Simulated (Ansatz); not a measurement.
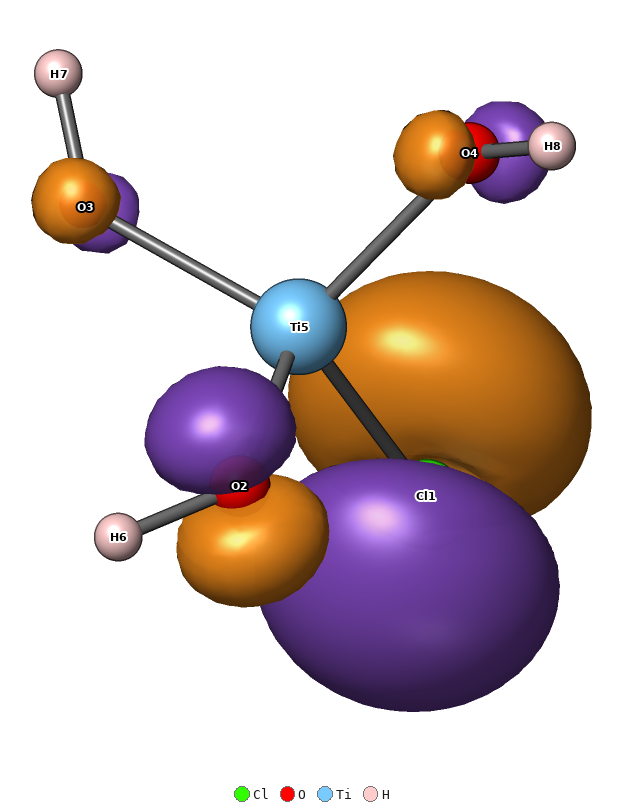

Figure 1: ClH3O3Ti. The HOMO at ±0.15 Å⁻³ᐟ² (orange and purple are the two phases), seen at an oblique angle.

Geometry: PBE0-D4/def2-SVP.

Computed with Ansatz, isolated molecule in a Gaussian basis; Kohn-Sham density functional theory, functional PBE0.

Input

```
crystal:
  periodic: [false, false, false]
  atoms:
    - {symbol: Cl, position_ang: [0.360078, 1.104649, -2.237304]}
    - {symbol: O, position_ang: [-1.284743, 0.855638, 0.572968]}
    - {symbol: O, position_ang: [1.519923, 0.189837, 0.675263]}
    - {symbol: O, position_ang: [-0.346693, -1.617532, -0.577342]}
    - {symbol: Ti, position_ang: [0.045759, 0.079694, -0.290055]}
    - {symbol: H, position_ang: [-1.314829, 1.451568, 1.327646]}
    - {symbol: H, position_ang: [2.205534, -0.447880, 0.896237]}
    - {symbol: H, position_ang: [-1.167950, -2.116062, -0.526543]}
basis:
  gaussian:
    orbitals: def2-TZVPD
hamiltonian:
  xc: {name: PBE0}
output: {forces: true, orbitals: {seedname: orbitals}}
```

Launched as:

```sh
ansatz run input.yaml --threads 2 --pin off --max-ram 5220MiB --events-out events.jsonl --progress --plain --runs-dir runs
```

Question: Describe this orbital and give its energy.

Answer: It lies mainly on Cl1 (about 80 %); largely a lone pair of Cl1. It is one of a degenerate set, so its orientation is arbitrary. Its energy is −8.66 eV.
